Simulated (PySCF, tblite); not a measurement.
**C₂H₆F₅NSi₂: geometry, infrared bands and NMR shifts**

Aim: predict the infrared bands and NMR shifts of C₂H₆F₅NSi₂ (`FC[SiH2]N[Si@H](F)C(F)(F)F`).

Programs: tblite 0.8.0 and PySCF 2.14.0, with density-fitted response routines of our own. Each step states its level of theory. These are calculated values for one molecule in the gas phase, unless marked as measured. Atoms count from 0, in the outputs and in this text.

### Step 1. Starting geometry

16 atoms, charge 0, multiplicity 1; geometry from: force field or distance geometry start.

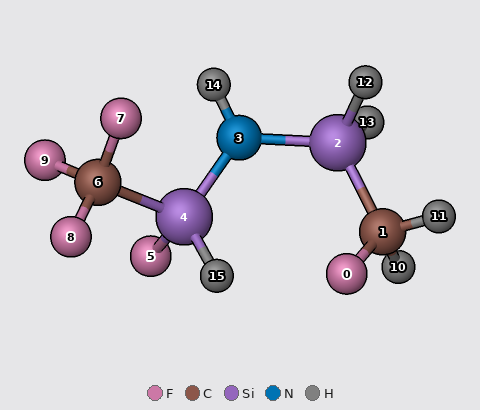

As it starts; fluorine pink, carbon brown, silicon purple, nitrogen blue, hydrogen grey, atoms numbered; sticks join atoms by distance.

### Step 2. Optimising the geometry with GFN2-xTB

Job settings and geometry (Å):

```
{"job": {"kind": "relax", "xc": "GFN2-xTB", "basis": "xTB"}, "charge": 0, "multiplicity": 1}
F      1.731400    -1.714500     0.654700
C      2.400900    -0.623800     0.177000
Si     1.543800     0.974800     0.283400
N     -0.174300     1.027000     0.044300
Si    -1.062300    -0.422700    -0.311200
F     -1.432800    -0.465900    -1.975500
C     -2.713800    -0.298000     0.562800
F     -2.480400     0.432900     1.734100
F     -3.199200    -1.543700     0.893800
F     -3.568200     0.414600    -0.231900
H      2.821500    -0.809400    -0.838000
H      3.308100    -0.548000     0.844000
H      1.841200     1.572000     1.612400
H      2.176100     1.875500    -0.714000
H     -0.702000     1.828000     0.442700
H     -0.497600    -1.689600     0.077400
```

On the command line:

```
OMP_NUM_THREADS=1 python probes_run.py task.json out
```

This one command runs all jobs of the session in turn.

**Question.** This job is followed by: GFN2-xTB harmonic vibrations, gas phase; GIAO PBE0/pcSseg-1 NMR shielding, non-relativistic, gas phase. What will the session give for the following? strongest single infrared mode (GFN2-xTB); zero-point energy (GFN2-xTB); 13C shifts against TMS (PBE0/pcSseg-1); 1H shifts against TMS (PBE0/pcSseg-1); 19F shifts against CFCl3 (PBE0/pcSseg-1, means over atoms taken as alike); 29Si shifts against TMS (PBE0/pcSseg-1); 15N shifts against NH3 (PBE0/pcSseg-1); surface potential, least and greatest.

The runs gave:

| quantity | value |
| --- | --- |
| strongest single infrared mode (GFN2-xTB) | 2261 cm⁻¹, 405 km/mol |
| zero-point energy (GFN2-xTB) | 53.8 kcal/mol |
| 13C shifts against TMS (PBE0/pcSseg-1) | 135.2, 78.0 ppm |
| 1H shifts against TMS (PBE0/pcSseg-1) | 5.42, 5.17, 5.12, 4.99, 4.92, 0.80 ppm |
| 19F shifts against CFCl3 (PBE0/pcSseg-1, means over atoms taken as alike) | -84.1, -176.9, -309.9 ppm |
| 29Si shifts against TMS (PBE0/pcSseg-1) | -29.0, -33.7 ppm |
| 15N shifts against NH3 (PBE0/pcSseg-1) | 21.0 ppm |
| surface potential, least and greatest | -0.83 V and 2.03 V |

In words: Relaxing lowered the energy by 0.923 eV in 150 steps; the close pair that moved most is Si4–F5, from 1.706 to 1.604 Å. No mode is imaginary among the 42: a minimum at this level. The strongest single mode, at 2261 cm⁻¹, moves mainly H13 and H12. Unscaled tight-binding wavenumbers are off by several per cent, some by more. Its intensities can rank the bands wrongly. At PBE0/pcSseg-1: The largest span, 188 ppm, is at F7, F8, F9, where the paramagnetic term is -218 ppm.
